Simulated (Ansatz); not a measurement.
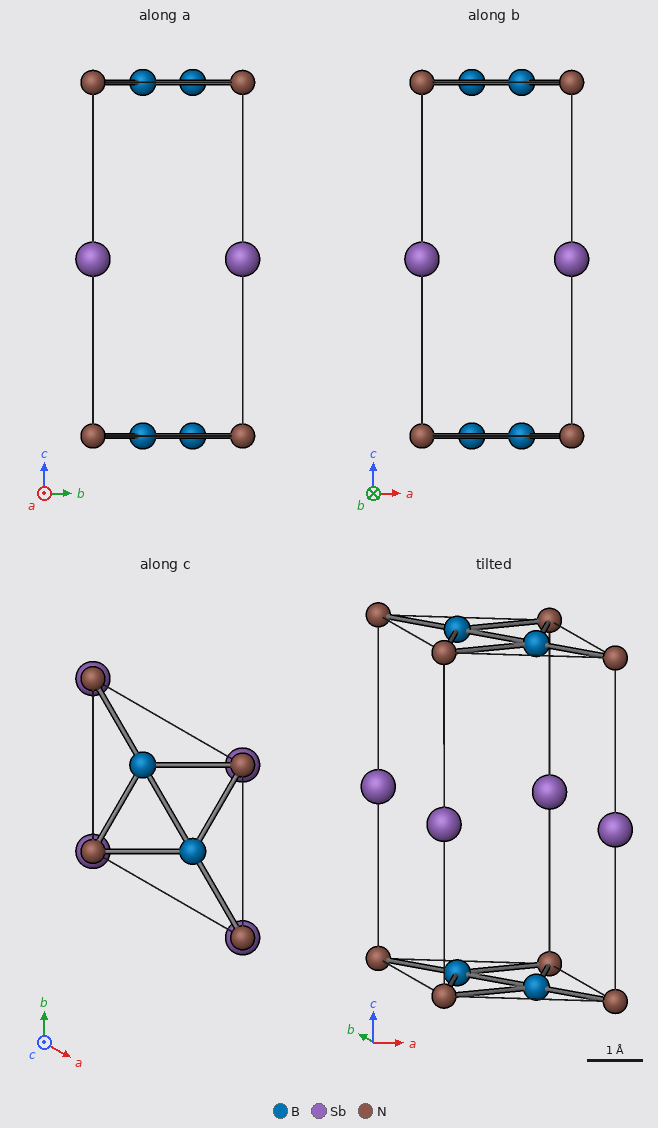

Ball-and-stick drawing of the structure, looking along the a axis, along the b axis, along the c axis and slightly off an axis. The conventional unit cell is drawn as a box.

Lattice parameters: a = 3.163 Å, b = 3.163 Å, c = 6.472 Å, α = 90.00°, β = 90.00°, γ = 120.00°. Put a along x and b in the xy plane.

**Transcribe the picture into a POSCAR file.**

```
B Sb N
1.0
     3.163    0.000    0.000
    -1.582    2.739    0.000
     0.000    0.000    6.472
B Sb N
2 1 1
Direct
  0.3333 0.6667 0.0000
  0.6667 0.3333 0.0000
  0.0000 0.0000 0.5000
  0.0000 0.0000 0.0000
```

The model was built from a structure type filled with these elements by a generator (whether the compound takes this form wasn't checked). This is the structure after a relaxation with Ansatz 0.2.0, DFT PBE+D3(BJ), scalar-relativistic, plane waves, PAW.
